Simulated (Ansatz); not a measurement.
# A computed series for InAgTe2: response to strain

Consider InAgTe2 in the chalcopyrite structure (space group I-42d, No. 122; a = 6.432 Å, c = 12.766 Å). Axes: x, y, z lie along a, b, c of the conventional cell.

Strains are applied to the cell and any free atomic positions relax; under biaxial strain the out-of-plane vector relaxes too.

Method: Ansatz (an electronic-structure program) PBEsol, no spin-orbit coupling.

Notes on the quantities. energy relative to the base: free energy F.

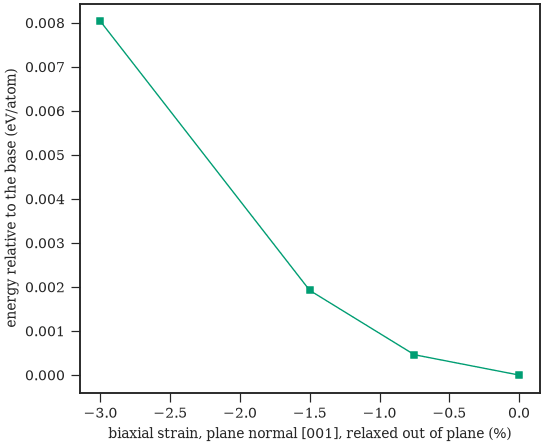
Energy relative to the base against biaxial strain, plane normal [001], relaxed out of plane

| biaxial strain, plane normal [001], relaxed out of plane (%) | energy relative to the base |
|---|---|
| -3 | +8.0 meV/atom |
| -1.5 | +1.9 meV/atom |
| -0.75 | +0.5 meV/atom |

No phonon test of stability was made. The final runs are not spin-polarised.
